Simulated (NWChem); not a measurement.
**A workflow on SiNH3ClO (SMILES [NH][SiH](O)Cl)**

We compute a structure relaxation (doublet SiNH3ClO, UHF/6-31G*), then a geometry optimisation (singlet SiNH3ClO+, HF/6-31G*) of ClH3NOSi. 

The calculation is run with NWChem 7.3.0.

### Step 1. Starting point

The species is SiNH3ClO (7 atoms), meant as a doublet with charge 0. SMILES: `[NH][SiH](O)Cl`. The shape is that of a PBE0-D4/def2-TZVP optimisation. This is one conformer, not always the lowest. The run starts from this shape.

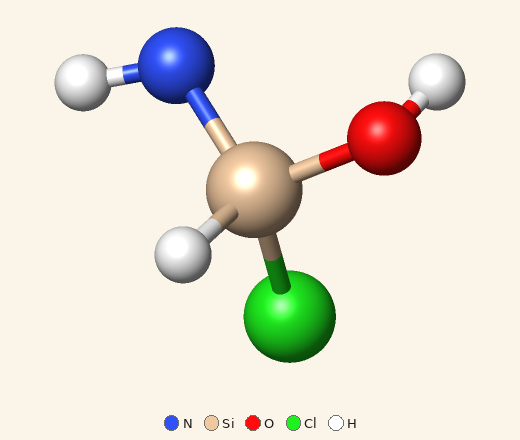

The structure, seen from a chosen angle (nitrogen blue, silicon light orange, oxygen red, chlorine green, hydrogen white).

### Step 2. A geometry optimisation at UHF/6-31G(d) (spherical functions) (run 1)

The input, job.nw:

```
start job
title "ClH3NOSi"
memory stack 880 mb heap 220 mb global 1100 mb
charge 0

geometry units angstroms
N    -0.309900    1.111500   -0.879100
Si   -0.073900   -0.114300    0.330400
O     1.465600   -0.630300    0.304800
Cl   -1.390000   -1.593900   -0.221000
H    -1.151500    1.677300   -0.756300
H    -0.348600    0.280200    1.724700
H     1.869600   -0.798400   -0.549200
end

basis "ao basis" spherical bse
* library 6-31G*
end

scf
doublet
uhf
thresh 1e-07
maxiter 80
print low
end

driver
maxiter 60
end

freq
temp 2 298.15 573.15
end

task scf optimize
task scf frequencies
```

Run with:

```sh
nwchem job.nw > job.out
```

What it wrote:

```text
[...]
  functions       =    70
[...]
  wavefunction    = UHF
[...]
         Total SCF energy =   -879.524218537455
[...]
@    0    -879.52421854  0.0D+00  0.01151  0.00425  0.00000  0.00000     16.8
[...]
         Total SCF energy =   -879.524764128177
[...]
@    1    -879.52476413 -5.5D-04  0.00722  0.00203  0.01517  0.03749     32.0
[...]
@    7    -879.52498817 -2.9D-05  0.00051  0.00018  0.01948  0.04394    163.1
[...]
         Total SCF energy =   -879.524992529266
[...]
@    8    -879.52499253 -4.4D-06  0.00019  0.00007  0.00533  0.01322    186.0
[...]
         Total SCF energy =   -879.524992794981
[...]
         Total SCF energy =   -879.524992813915
[...]
                         UHF ENERGY GRADIENTS
    atom               coordinates                        gradient
                 x          y          z           x          y          z
   1 N      -2.823582   1.912232  -0.568321   -0.000048  -0.000039  -0.000024
   2 Si      0.015458   0.839764   0.730309    0.000063   0.000055   0.000010
   3 O       2.354135   2.375235  -0.526891    0.000002  -0.000033  -0.000024
   4 Cl      0.207466  -2.959930  -0.126697   -0.000002  -0.000011  -0.000000
   5 H      -4.431173   1.299780   0.249395    0.000012   0.000030   0.000001
   6 H       0.195007   1.116282   3.467266   -0.000014  -0.000019   0.000015
   7 H       2.285903   2.796948  -2.267567   -0.000014   0.000018   0.000022
[...]
@    9    -879.52499281 -2.8D-07  0.00004  0.00001  0.00070  0.00175    203.9
[...]
      Optimization converged
[...]
@    9    -879.52499281 -2.8D-07  0.00004  0.00001  0.00070  0.00175    203.9
[...]
         Total SCF energy =   -879.524992813915
      One electron energy =  -1646.696196408129
      Two electron energy =    550.839584921756
 Nuclear repulsion energy =    216.331618672458
                       Sz =      0.5000
                 Sz(Sz+1) =      0.7500
                      S^2 =      0.7572
[...]
 Zero-Point correction to Energy  =   25.182 kcal/mol  (  0.040131 au)
 Thermal correction to Energy     =   34.950 kcal/mol  (  0.055696 au)
 Thermal correction to Enthalpy   =   36.088 kcal/mol  (  0.057510 au)
 Total Entropy                    =   91.318 cal/mol-K
   - Translational                =   42.823 cal/mol-K (mol. weight =  95.9672)
   - Rotational                   =   28.022 cal/mol-K (symmetry #  =        1)
   - Vibrational                  =   20.473 cal/mol-K
 Cv (constant volume heat capacity) =   25.256 cal/mol-K
   - Translational                  =    2.979 cal/mol-K
   - Rotational                     =    2.979 cal/mol-K
   - Vibrational                    =   19.297 cal/mol-K
[...]
 Normal Eigenvalue ||           Projected Infra Red Intensities
  Mode   [cm**-1]  || [atomic units] [(debye/angs)**2] [(KM/mol)] [arbitrary]
 ------ ---------- || -------------- ----------------- ---------- -----------
    1        0.000 ||    0.000332           0.008         0.323       0.036
    2        0.000 ||    0.000228           0.005         0.222       0.025
    3        0.000 ||    0.000324           0.007         0.316       0.035
    4        0.000 ||    0.000449           0.010         0.438       0.048
    5        0.000 ||    0.000132           0.003         0.129       0.014
    6        0.000 ||    0.000356           0.008         0.347       0.038
    7      185.022 ||    0.031294           0.722        30.507       3.379
    8      204.421 ||    0.095756           2.209        93.347      10.339
    9      242.423 ||    0.027677           0.639        26.981       2.988
   10      321.385 ||    0.082942           1.914        80.856       8.956
   11      370.350 ||    0.093412           2.155        91.062      10.086
   12      570.249 ||    0.192141           4.433       187.308      20.747
   13      803.193 ||    0.074804           1.726        72.922       8.077
   14      818.802 ||    0.174581           4.028       170.190      18.851
[...]
```

It took 4.1 min on 1 thread of Intel Xeon 6975P-C (Granite Rapids), shared host; peak memory 0.12 GiB.

Step by step:

```csv
step,energy from the first frame kept (eV)
0,0.0000
1,-0.0148
2,-0.0189
3,-0.0193
4,-0.0194
5,-0.0196
6,-0.0201
7,-0.0209
8,-0.0211
9,-0.0211
```

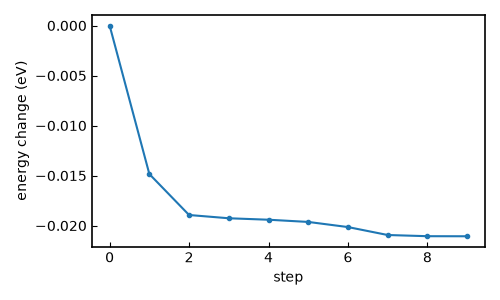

Energy along the run.

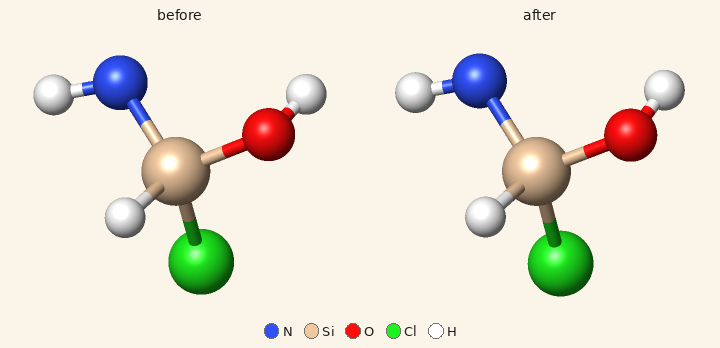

Before and after, at one scale.

After the run. Bond lengths: N1–Si2 1.747 Å, Si2–O3 1.623 Å, Si2–Cl4 2.064 Å, N1–H5 1.008 Å, Si2–H6 1.459 Å, O3–H7 0.948 Å. Angles: N1–Si2–O3 109.4°, N1–Si2–Cl4 105.8°, O3–Si2–Cl4 111.1°, N1–Si2–H6 114.5°, O3–Si2–H6 107.9°, Cl4–Si2–H6 108.2°, Si2–N1–H5 116.9°, Si2–O3–H7 119.1°.

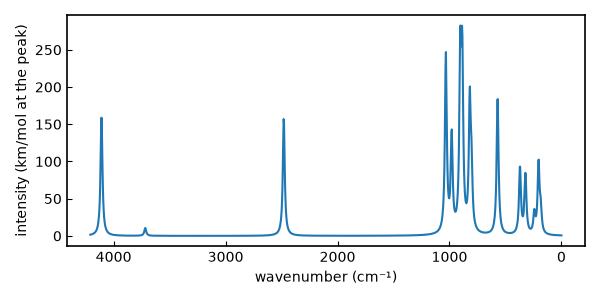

Harmonic infrared spectrum, unscaled, lines broadened by 10 cm⁻¹.

### Step 3. The singlet cation: a geometry optimisation at HF/6-31G(d) (spherical functions) (run 2)

The input, calc.nw:

```
start calc
memory total 2200 mb
charge 1
geometry noautosym
   N       -0.309900       1.111500      -0.879100
   Si      -0.073900      -0.114300       0.330400
   O        1.465600      -0.630300       0.304800
   Cl      -1.390000      -1.593900      -0.221000
   H       -1.151500       1.677300      -0.756300
   H       -0.348600       0.280200       1.724700
   H        1.869600      -0.798400      -0.549200
end
basis spherical bse
   N library 6-31G*
   Si library 6-31G*
   O library 6-31G*
   Cl library 6-31G*
   H library 6-31G*
end
scf
   thresh 1e-07
   maxiter 80
   print low
end
driver
   maxiter 60
end
freq
   temp 3 298.15 600 900
end
task scf optimize
task scf frequencies
```

Run with:

```sh
nwchem calc.nw > calc.out
```

What it wrote:

```text
Northwest Computational Chemistry Package (NWChem) 7.3.0
             --------------------------------------------------------

           Job information
           ---------------

    nwchem branch   = 7.3.0
    use scalapack   = T
    input           = calc.nw
    prefix          = calc.
    data base       = ./calc.db
    status          = startup
    nproc           =        1

           Memory information
           ------------------

    heap     =     72089596 doubles =      550.0 Mbytes
    stack    =     72089601 doubles =      550.0 Mbytes
    global   =    144179200 doubles =     1100.0 Mbytes (distinct from heap & stack)
    total    =    288358397 doubles =     2200.0 Mbytes
    verify   = yes
    hardfail = no

           Directory information
           ---------------------

  0 permanent = .
  0 scratch   = .

                                NWChem Input Module
                                -------------------

 Scaling coordinates for geometry "geometry" by  1.889725989
 (inverse scale =  0.529177249)

          ------
          auto-z
          ------
  no constraints, skipping    0.0000000000000000
  no constraints, skipping    0.0000000000000000

                             Geometry "geometry" -> ""
                             -------------------------

[... 211 lines left out ...]
      One-electron energy =  -1635.843013833447
[... 225 lines left out ...]
     step= 1.00 grad=-6.1D-03 hess= 6.8D-04 energy=   -879.136247 mode=restrict
[... 291 lines left out ...]
         Total SCF energy =   -879.152903953095
[... 225 lines left out ...]
      Two-electron energy =    549.029401431288
[... 265 lines left out ...]
            Nuclear Dipole moment (a.u.)
[... 246 lines left out ...]
      Two-electron energy =    548.353306469483
[... 246 lines left out ...]
@   10    -879.16615230 -1.7D-04  0.00289  0.00104  0.02073  0.05552    231.5
[... 268 lines left out ...]
         Total SCF energy =   -879.166280302099
[... 224 lines left out ...]
     step= 1.00 grad=-4.3D-05 hess=-2.5D-06 energy=   -879.166389 mode=negative
[... 287 lines left out ...]
         Total SCF energy =   -879.166533333046
[... 227 lines left out ...]
      Two-electron energy =    538.198908794664
[... 266 lines left out ...]
            Nuclear Dipole moment (a.u.)
[... 251 lines left out ...]
      Two-electron energy =    534.679661085024
[... 249 lines left out ...]
@   22    -879.17680891 -4.3D-03  0.02324  0.00785  0.16747  0.32822    453.2
[... 1 line left out ...]
                                Z-matrix (autoz)
                                --------

 Units are Angstrom for bonds and degrees for angles

      Type          Name      I     J     K     L     M      Value     Gradient
      ----------- --------  ----- ----- ----- ----- ----- ---------- ----------
    1 Stretch                  1     2                       1.67326    0.02324
    2 Stretch                  1     5                       1.00802    0.00230
    3 Stretch                  2     3                       1.55891   -0.00522
[... 16 lines of this table left out ...]
   20 Torsion                  6     2     3     7         175.55053    0.00242

 Taking step in negative mode    1  eval=-6.8D-01 grad=-1.9D-02 step= 2.8D-02
 Taking step in negative mode    2  eval=-2.7D-02 grad= 1.2D-03 step=-4.4D-02
 Restricting large step in mode    3 eval= 9.7D-04 step= 2.8D+00 new= 3.0D-01
  no constraints, skipping    0.0000000000000000
  no constraints, skipping    0.0000000000000000
  no constraints, skipping    0.0000000000000000
  no constraints, skipping    0.0000000000000000
  no constraints, skipping    0.0000000000000000
  no constraints, skipping    0.0000000000000000
  no constraints, skipping    0.0000000000000000
  no constraints, skipping    0.0000000000000000
                                 NWChem SCF Module
                                 -----------------

  ao basis        = "ao basis"
  functions       =    70
  atoms           =     7
  closed shells   =    24
  open shells     =     0
  charge          =   1.00
  wavefunction    = RHF
  input vectors   = ./calc.movecs
  output vectors  = ./calc.movecs
  use symmetry    = F
  symmetry adapt  = F

 Forming initial guess at     453.2s

 Starting SCF solution at     453.2s
```

Run time: 7.7 min. Hardware: 1 thread of Intel Xeon 6975P-C (Granite Rapids), shared host.

The run was cut off at its time limit.

### Step 4. Summary of results

| quantity | value |
| --- | --- |
| run 1, UHF/6-31G*: total energy at the end | -879.52499 Eh |
| run 1, UHF/6-31G*: ⟨S²⟩ | 0.757 |
| run 1, UHF/6-31G*: lowest harmonic wavenumber | 185 cm⁻¹ |
| run 1, UHF/6-31G*: highest harmonic wavenumber | 4108 cm⁻¹ |
| run 1, UHF/6-31G*: zero-point energy | 105.4 kJ/mol |
| singlet cation | no result (timeout) |

What this shows: All 15 modes (run 1, UHF/6-31G*) are real, so the shape is a minimum at this level. The optimisation (run 1, UHF/6-31G*) took 10 steps and changed the energy by -0.021 eV. 1 of the 2 runs did not end normally.
